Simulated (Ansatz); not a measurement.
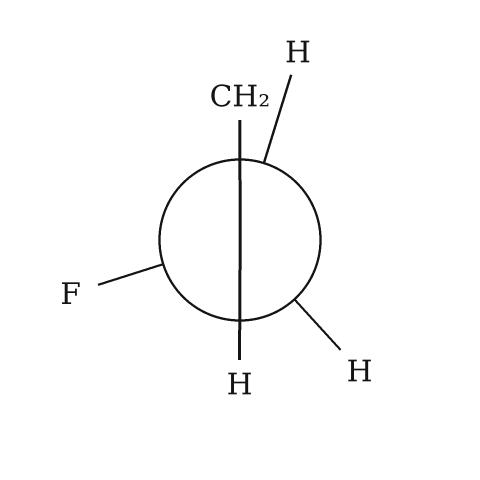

A Newman projection along the C–Sn bond, carbon in front; angles are drawn as computed, but eclipsed bonds slightly apart. The computed structure is the end point of a PBE-D4/def2-SVP optimisation. No frequency run is at hand to confirm it as a minimum.

Which molecule is it?

Answer. C2H5FSn, C=[CH][SnH2][F]

What is the torsion angle from the front CH2 to the back F? The sign is positive where the front bond must turn clockwise to cover the back bond.

Answer. −108°, anticlinal.
